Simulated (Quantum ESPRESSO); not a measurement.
# Cl on fcc sites of Ru(0001), stepped through the coverage, part 3 of 8

What law, if any, do the results for Cl on fcc sites of Ru(0001) follow against the coverage?

Quantum ESPRESSO 7.5; plane-wave DFT, PBE, GBRV ultrasoft pseudopotentials.

So far. Step 2 (Variable-cell relaxation of the reference):  The last row is no step: it is a fresh SCF in the final cell with a new plane-wave basis, -0 meV from the row before.

### 5. Relaxation with pw.x, 0 ML

What the set-up leaves free in this member is relaxed.

System of this step: Ru(0001), 3 layers, 1 sites a cell. The cell holds 3 atoms: 3 Ru. Cell: a = 2.720 Å, b = 2.720 Å, c = 18.331 Å, α = 90.0°, β = 90.0°, γ = 60.0°. It derives from Ru. Vacuum lies along c.

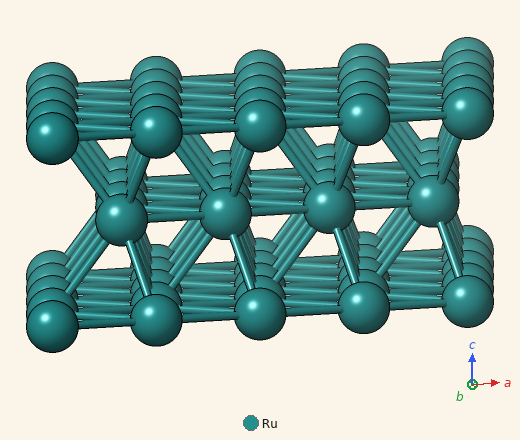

The cell of this step (ruthenium teal). 4×4×1 cells are drawn. Some periodic images of atoms are drawn too.

Input file m0.relax.in:

```
&control
  prefix = 'm0.relax'
  outdir = './out'
  pseudo_dir = './pseudo'
  nstep = 70
  forc_conv_thr = 0.0015
  calculation = 'relax'
/
&system
  ibrav = 0
  nat = 3
  ntyp = 1
  ecutwfc = 40
  ecutrho = 200
  occupations = 'smearing'
  smearing = 'mv'
  degauss = 0.02
/
&electrons
  conv_thr = 1e-07
  mixing_beta = 0.3
  electron_maxstep = 120
  mixing_mode = 'local-TF'
/
&ions
/
ATOMIC_SPECIES
  Ru  101.0700  ru_pbe_v1.2.uspp.F.UPF
CELL_PARAMETERS angstrom
  2.72024409300000 0.00000000000000 0.00000000000000
  1.36012204650000 2.35580048903256 0.00000000000000
  0.00000000000000 0.00000000000000 18.33061596238683
ATOMIC_POSITIONS crystal
  Ru  0.000000000000 0.000000000000 0.382999212116
  Ru  0.666666666700 0.666666666700 0.500000000000 0 0 0
  Ru  0.000000000000 0.000000000000 0.617000787884
K_POINTS automatic
  9 9 1 0 0 0
```

Launch:

```bash
$ OMP_NUM_THREADS=1 mpirun -n 8 pw.x -nk 4 -in m0.relax.in > m0.relax.out
```

What it wrote:

```text
[banner, memory and clock lines left out]
Program PWSCF v.7.5 starts

          URL

     Message from routine setup:
     using ibrav=0 with symmetry is DISCOURAGED, use correct ibrav instead

     bravais-lattice index     =            0
     lattice parameter (alat)  =       5.1405  a.u.
     unit-cell volume          =     792.7204 (a.u.)^3
     number of atoms/cell      =            3
     number of atomic types    =            1
     number of electrons       =        48.00
     number of Kohn-Sham states=           29
     kinetic-energy cutoff     =      40.0000  Ry
     charge density cutoff     =     200.0000  Ry
     scf convergence threshold =      1.0E-07
     mixing beta               =       0.3000
     number of iterations used =            8  local-TF  mixing
     energy convergence thresh.=      1.0E-04
     force convergence thresh. =      1.5E-03
     Exchange-correlation= SLA  PW   PBE  PBE
                           (   1   4   3   4   0   0   0)
     nstep                     =           70

     celldm(1)=   5.140516  celldm(2)=   0.000000  celldm(3)=   0.000000
     celldm(4)=   0.000000  celldm(5)=   0.000000  celldm(6)=   0.000000

     crystal axes: (cart. coord. in units of alat)
               a(1) = (   1.000000   0.000000   0.000000 )
               a(2) = (   0.500000   0.866025   0.000000 )
               a(3) = (   0.000000   0.000000   6.738592 )

     reciprocal axes: (cart. coord. in units 2 pi/alat)
               b(1) = (  1.000000 -0.577350  0.000000 )
               b(2) = (  0.000000  1.154701  0.000000 )
               b(3) = (  0.000000  0.000000  0.148399 )

     PseudoPot. # 1 for Ru read from file:
     ./pseudo/ru_pbe_v1.2.uspp.F.UPF
     Pseudo is Ultrasoft + core correction, Zval = 16.0
     Generated by new atomic code, or converted to UPF format
     Using radial grid of  967 points,  6 beta functions with:
                l(1) =   0
                l(2) =   0
                l(3) =   1
                l(4) =   1
                l(5) =   2
                l(6) =   2
     Q(r) pseudized with  8 coefficients,  rinner =    1.300   1.300   1.300
                                                       1.300   1.300

     atomic species   valence    mass     pseudopotential
     Ru               16.00   101.07000     Ru( 1.00)

     12 Sym. Ops. (no inversion) found

   Cartesian axes

     site n.     atom                  positions (alat units)
         1        Ru     tau(   1) = (   0.0000000   0.0000000   2.5808756  )
         2        Ru     tau(   2) = (   1.0000000   0.5773503   3.3692962  )
         3        Ru     tau(   3) = (   0.0000000   0.0000000   4.1577168  )

     number of k points=    12  Marzari-Vanderbilt smearing, width (Ry)=  0.0200
                       cart. coord. in units 2pi/alat
        k(    1) = (   0.0000000   0.0000000   0.0000000), wk =   0.0246914
        k(    2) = (   0.0000000   0.1283001   0.0000000), wk =   0.1481481
        k(    3) = (   0.0000000   0.2566001   0.0000000), wk =   0.1481481
        k(    4) = (   0.0000000   0.3849002   0.0000000), wk =   0.1481481
        k(    5) = (   0.0000000   0.5132002   0.0000000), wk =   0.1481481
        k(    6) = (   0.1111111   0.1924501   0.0000000), wk =   0.1481481
        k(    7) = (   0.1111111   0.3207501   0.0000000), wk =   0.2962963
        k(    8) = (   0.1111111   0.4490502   0.0000000), wk =   0.2962963
        k(    9) = (   0.1111111  -0.5773503   0.0000000), wk =   0.1481481
        k(   10) = (   0.2222222   0.3849002   0.0000000), wk =   0.1481481
        k(   11) = (   0.2222222  -0.6415003   0.0000000), wk =   0.2962963
        k(   12) = (   0.3333333  -0.5773503   0.0000000), wk =   0.0493827

     Dense  grid:    37889 G-vectors     FFT dimensions: (  24,  24, 160)

     Smooth grid:    27145 G-vectors     FFT dimensions: (  24,  24, 144)

     Initial potential from superposition of free atoms

     starting charge      45.0000, renormalised to      48.0000

     negative rho (up, down):  2.432E-01 0.000E+00
     Starting wfcs are   39 randomized atomic wfcs

     per-process dynamical memory:    20.8 Mb

     Self-consistent Calculation

     iteration #  1     ecut=    40.00 Ry     beta= 0.30
     Davidson diagonalization with overlap
     ethr =  1.00E-02,  avg # of iterations =  3.2

     negative rho (up, down):  2.456E-01 0.000E+00

     total energy              =    -583.29336950 Ry
     estimated scf accuracy    <       5.48283219 Ry

     iteration #  2     ecut=    40.00 Ry     beta= 0.30
     Davidson diagonalization with overlap
     ethr =  1.00E-02,  avg # of iterations =  1.0

     negative rho (up, down):  2.626E-01 0.000E+00

     total energy              =    -581.94356533 Ry
     estimated scf accuracy    <       2.83527297 Ry

     iteration #  3     ecut=    40.00 Ry     beta= 0.30
     Davidson diagonalization with overlap
     ethr =  5.91E-03,  avg # of iterations =  2.6

     negative rho (up, down):  2.636E-01 0.000E+00

     total energy              =    -582.61463858 Ry
     estimated scf accuracy    <       0.14400477 Ry

     iteration #  4     ecut=    40.00 Ry     beta= 0.30
     Davidson diagonalization with overlap
     ethr =  3.00E-04,  avg # of iterations =  2.5

     negative rho (up, down):  2.691E-01 0.000E+00

     total energy              =    -582.62232187 Ry
     estimated scf accuracy    <       0.01642665 Ry

     iteration #  5     ecut=    40.00 Ry     beta= 0.30
     Davidson diagonalization with overlap
     ethr =  3.42E-05,  avg # of iterations =  4.4

     negative rho (up, down):  2.721E-01 0.000E+00

     total energy              =    -582.62167370 Ry
     estimated scf accuracy    <       0.01611560 Ry

     iteration #  6     ecut=    40.00 Ry     beta= 0.30
     Davidson diagonalization with overlap
     ethr =  3.36E-05,  avg # of iterations =  2.8

     negative rho (up, down):  2.723E-01 0.000E+00

     total energy              =    -582.62805877 Ry
     estimated scf accuracy    <       0.00674548 Ry

     iteration #  7     ecut=    40.00 Ry     beta= 0.30
     Davidson diagonalization with overlap
     ethr =  1.41E-05,  avg # of iterations =  1.0

     negative rho (up, down):  2.710E-01 0.000E+00

     total energy              =    -582.63299122 Ry
     estimated scf accuracy    <       0.00732603 Ry

     iteration #  8     ecut=    40.00 Ry     beta= 0.30
     Davidson diagonalization with overlap
     ethr =  1.41E-05,  avg # of iterations =  2.5

     negative rho (up, down):  2.535E-01 0.000E+00

     total energy              =    -582.62927354 Ry
[...]
iteration #  6     ecut=    40.00 Ry     beta= 0.30
     Davidson diagonalization with overlap
     ethr =  1.38E-08,  avg # of iterations =  1.1

     negative rho (up, down):  2.407E-01 0.000E+00

     total energy              =    -582.62856261 Ry
     estimated scf accuracy    <       0.00000273 Ry

     iteration #  7     ecut=    40.00 Ry     beta= 0.30
     Davidson diagonalization with overlap
     ethr =  5.69E-09,  avg # of iterations =  2.5

     negative rho (up, down):  2.407E-01 0.000E+00

     total energy              =    -582.62856357 Ry
     estimated scf accuracy    <       0.00000269 Ry

     iteration #  8     ecut=    40.00 Ry     beta= 0.30
     Davidson diagonalization with overlap
     ethr =  5.60E-09,  avg # of iterations =  2.0

     negative rho (up, down):  2.407E-01 0.000E+00

     total energy              =    -582.62856410 Ry
     estimated scf accuracy    <       0.00000011 Ry

     iteration #  9     ecut=    40.00 Ry     beta= 0.30
     Davidson diagonalization with overlap
     ethr =  2.38E-10,  avg # of iterations =  3.2

     negative rho (up, down):  2.407E-01 0.000E+00

     total energy              =    -582.62856415 Ry
     estimated scf accuracy    <       0.00000035 Ry

     iteration # 10     ecut=    40.00 Ry     beta= 0.30
     Davidson diagonalization with overlap
     ethr =  2.38E-10,  avg # of iterations =  2.3

     negative rho (up, down):  2.407E-01 0.000E+00

     total energy              =    -582.62856416 Ry
     estimated scf accuracy    <       0.00000002 Ry

     iteration # 11     ecut=    40.00 Ry     beta= 0.30
     Davidson diagonalization with overlap
     ethr =  4.19E-11,  avg # of iterations =  2.7

     negative rho (up, down):  2.407E-01 0.000E+00

     total energy              =    -582.62856416 Ry
     estimated scf accuracy    <          4.0E-09 Ry

     iteration # 12     ecut=    40.00 Ry     beta= 0.30
     Davidson diagonalization with overlap
     ethr =  8.36E-12,  avg # of iterations =  1.8

     negative rho (up, down):  2.407E-01 0.000E+00

     End of self-consistent calculation

          k = 0.0000 0.0000 0.0000 (  3381 PWs)   bands (ev):

   -68.3918 -67.7811 -67.7669 -38.6434 -37.9735 -37.9735 -37.8010 -37.5332
   -37.3603 -37.3603 -37.3500 -37.3500  -2.2464  -0.9689  -0.5529   2.0671
     2.0671   2.4964   2.4964   2.6643   2.7952   3.1541   3.1541   4.3010
     4.3010   4.7270   5.6508   5.6508   6.1797

          k = 0.0000 0.1283 0.0000 (  3361 PWs)   bands (ev):

   -68.3789 -67.7696 -67.7569 -38.6179 -38.0892 -37.9953 -37.7576 -37.5604
   -37.4333 -37.4201 -37.3800 -37.3677  -1.8226  -0.6287  -0.1364   1.7191
     1.9035   2.3905   2.5131   2.6658   2.9354   3.1514   3.4852   3.9898
     4.2432   4.2711   5.0087   5.5845   6.2744

          k = 0.0000 0.2566 0.0000 (  3379 PWs)   bands (ev):

   -68.3463 -67.7406 -67.7316 -38.5563 -38.3251 -38.0499 -37.7097 -37.6784
   -37.6335 -37.5166 -37.4297 -37.4123  -0.9124  -0.0604   0.3694   1.2645
     1.3377   2.2186   2.7715   2.9119   3.1000   3.2418   3.2864   4.2359
     4.3896   4.5786   5.3090   5.4841   6.4334

          k = 0.0000 0.3849 0.0000 (  3387 PWs)   bands (ev):

   -68.3089 -67.7073 -67.7026 -38.5698 -38.5021 -38.1114 -37.8794 -37.8316
   -37.6504 -37.5864 -37.4857 -37.4628  -0.7702  -0.2626  -0.0661   0.9842
     1.2475   2.5269   2.5379   2.8066   3.9075   4.1074   4.2553   5.3232
     5.4316   5.5403   5.8543   6.1539   6.5702

          k = 0.0000 0.5132 0.0000 (  3413 PWs)   bands (ev):

   -68.2843 -67.6855 -67.6837 -38.7238 -38.4915 -38.1511 -38.0261 -37.8963
   -37.6398 -37.6258 -37.5220 -37.4956  -1.0340  -0.7449  -0.3339   0.5962
     1.1647   2.2617   2.3387   3.5578   4.3582   4.7915   5.4197   6.1186
     6.1937   6.7588   6.8393   7.4215   7.6537

          k = 0.1111 0.1925 0.0000 (  3375 PWs)   bands (ev):

   -68.3562 -67.7494 -67.7392 -38.5740 -38.2481 -38.0450 -37.7157 -37.6323
   -37.5682 -37.4950 -37.4191 -37.4074  -1.0955  -0.1177   0.4680   1.2512
     1.4094   2.1974   2.4818   2.7341   3.0269   3.1174   3.6830   4.1036
     4.2298   4.3963   5.0679   5.5014   6.4161

          k = 0.1111 0.3208 0.0000 (  3388 PWs)   bands (ev):

   -68.3211 -67.7182 -67.7121 -38.5137 -38.4644 -38.1276 -37.7764 -37.7681
   -37.6579 -37.5708 -37.4813 -37.4733  -0.3795   0.1977   0.2181   1.0163
     1.5103   1.9805   2.2861   2.7873   3.1402   3.3558   3.8451   4.4564
     5.2520   5.3978   5.6844   5.9364   6.7832

          k = 0.1111 0.4491 0.0000 (  3393 PWs)   bands (ev):

   -68.2901 -67.6906 -67.6881 -38.6464 -38.4801 -38.1977 -37.9456 -37.8651
   -37.6342 -37.6255 -37.5389 -37.5305  -0.5855  -0.4176  -0.0002   1.0510
     1.2897   1.7727   2.8124   2.9652   3.7737   4.2483   4.3069   5.3050
     5.7387   6.1646   6.3121   7.5765   8.2342

          k = 0.1111-0.5774 0.0000 (  3390 PWs)   bands (ev):

   -68.2778 -67.6797 -67.6786 -38.7172 -38.4770 -38.2238 -38.0135 -37.8873
   -37.6621 -37.6130 -37.5637 -37.5525  -0.7386  -0.6557  -0.1571   0.8447
     1.2975   1.7326   2.5975   3.3445   4.0094   4.5386   5.1947   5.8788
     5.9797   6.1093   6.6760   9.0662   9.6533

          k = 0.2222 0.3849 0.0000 (  3385 PWs)   bands (ev):

   -68.2924 -67.6927 -67.6898 -38.5786 -38.4709 -38.2585 -37.8769 -37.8299
   -37.6493 -37.6226 -37.5812 -37.5571  -0.0856   0.0583   0.5241   0.9030
     1.3369   1.9593   2.7361   2.7896   3.0063   3.1453   3.8093   4.7949
     5.4407   6.1024   6.3887   7.7951   8.5487

          k = 0.2222-0.6415 0.0000 (  3394 PWs)   bands (ev):

   -68.2735 -67.6759 -67.6753 -38.6344 -38.4465 -38.3561 -37.9307 -37.8540
   -37.6951 -37.6721 -37.6239 -37.5964  -0.3145   0.0992   0.3325   1.1464
     1.3992   1.7539   2.8025   2.8370   3.2520   3.6976   3.9919   5.4291
     5.5171   5.9643   6.5369  10.0336  11.0238

          k = 0.3333-0.5774 0.0000 (  3351 PWs)   bands (ev):

   -68.2670 -67.6702 -67.6701 -38.5548 -38.4922 -38.4253 -37.8498 -37.8471
   -37.8045 -37.6978 -37.6899 -37.5861  -0.1938   0.4593   0.8677   0.9497
     1.0434   2.5119   2.8471   2.8783   2.8975   2.9084   4.0277   5.5579
     5.5759   5.6550   6.2145  12.5341  12.6195

     the Fermi energy is     5.1485 ev

!    total energy              =    -582.62856417 Ry
     estimated scf accuracy    <          4.9E-10 Ry
     smearing contrib. (-TS)   =      -0.00225817 Ry
     internal energy E=F+TS    =    -582.62630599 Ry

     The total energy is F=E-TS. E is the sum of the following terms:
     one-electron contribution =   -3400.53641914 Ry
     hartree contribution      =    1703.12689434 Ry
     xc contribution           =     -77.61891177 Ry
     ewald contribution        =    1192.40213058 Ry

     convergence has been achieved in  12 iterations

     negative rho (up, down):  2.407E-01 0.000E+00

     Forces acting on atoms (cartesian axes, Ry/au):

     atom    1 type  1   force =     0.00000000    0.00000000   -0.00010089
     atom    2 type  1   force =     0.00000000    0.00000000    0.00000000
     atom    3 type  1   force =     0.00000000    0.00000000    0.00010089

     Total force =     0.000143     Total SCF correction =     0.000246
     SCF correction compared to forces is large: reduce conv_thr to get better values
     Energy error            =      2.2E-05 Ry
     Gradient error          =      1.0E-04 Ry/Bohr

     bfgs converged in   5 scf cycles and   4 bfgs steps
     (criteria: energy <  1.0E-04 Ry, force <  1.5E-03 Ry/Bohr)

     End of BFGS Geometry Optimization

     Final energy             =    -582.6285641679 Ry

     File ./out/m0.relax.bfgs deleted, as requested
Begin final coordinates

ATOMIC_POSITIONS (crystal)
Ru              -0.0000000000        0.0000000000        0.3870040708
Ru               0.6666666667        0.6666666667        0.5000000000    0   0   0
Ru              -0.0000000000        0.0000000000        0.6129959292
End final coordinates

     XML data file, charge density, pseudopotentials, collected wavefunctions

                                        0.00s GPU  (     913 calls)
```

Elapsed: 31 s, on 8 MPI ranks of Arm Neoverse V1, shared host; peak memory 0.53 GiB; 4.2 min of CPU time.

Relaxation path:

| step | energy less that of the first step (eV) | largest force (eV/Å) |
| --- | --- | --- |
| 1 | 0.0000 | 0.8884 |
| 2 | -0.0290 | 0.6851 |
| 3 | -0.0520 | 0.4502 |
| 4 | -0.0678 | 0.0623 |
| 5 | -0.0680 | 0.0026 |

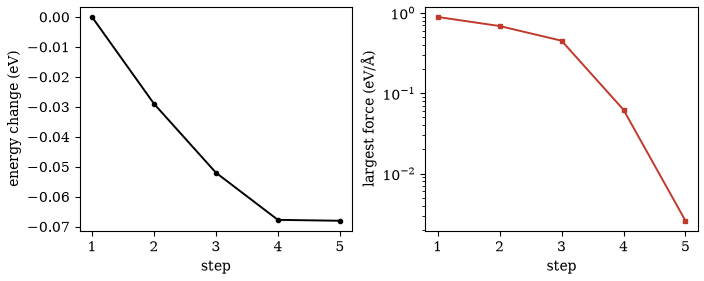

Energy and largest force along the relaxation.

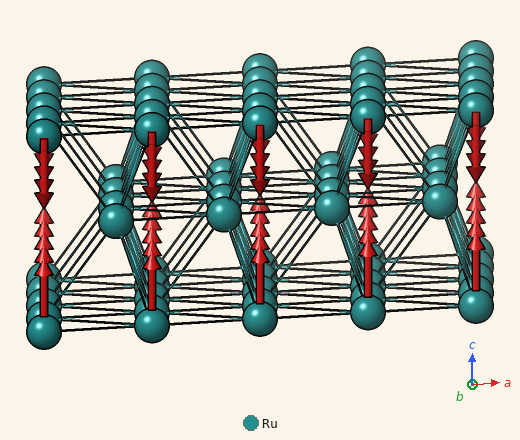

Displacements in the relaxation, exaggerated; the longest in the cell stands for 0.07 Å. 4×4×1 cells are drawn. Some periodic images of atoms are drawn too.

The atoms that moved most (Å):

| atom | dx | dy | dz | length |
| --- | --- | --- | --- | --- |
| Ru1 | 0.000 | 0.000 | 0.073 | 0.073 |
| Ru3 | 0.000 | 0.000 | -0.073 | 0.073 |

Final coordinates:

```cif
data_structure
_symmetry_space_group_name_H-M 'P 1'
_symmetry_Int_Tables_number 1
_cell_length_a 2.7202
_cell_length_b 2.7202
_cell_length_c 18.3306
_cell_angle_alpha 90.000
_cell_angle_beta 90.000
_cell_angle_gamma 60.000
_cell_volume 117.47
loop_
_atom_site_label
_atom_site_type_symbol
_atom_site_fract_x
_atom_site_fract_y
_atom_site_fract_z
_atom_site_occupancy
Ru1 Ru 0.00000 0.00000 0.38700 1
Ru2 Ru 0.66667 0.66667 0.50000 1
Ru3 Ru 0.00000 0.00000 0.61300 1
```

The relaxation lowers the energy by 23 meV an atom. On the free atoms the largest force ends at 0.003 eV/Å.

This step gave:

```
free energy  : -7927.0654 eV
Fermi energy : 5.149 eV
```

[end of part 3 of 8]

[Logs are printed without paths, hosts, clocks, repeated set-up lines and the standing remarks that a program may print on its own settings, such as how far it seeks lower states.]

[Hosts, paths, dates, database ids (printed as entryN), source tags and the programs' standing remarks are cut or masked in the printed files.]

[Maps of the electrostatic potential energy from Ansatz leave out the sawtooth potential of an applied field or a dipole correction, so their vacuum need not be flat; planar profiles and work functions include it.]
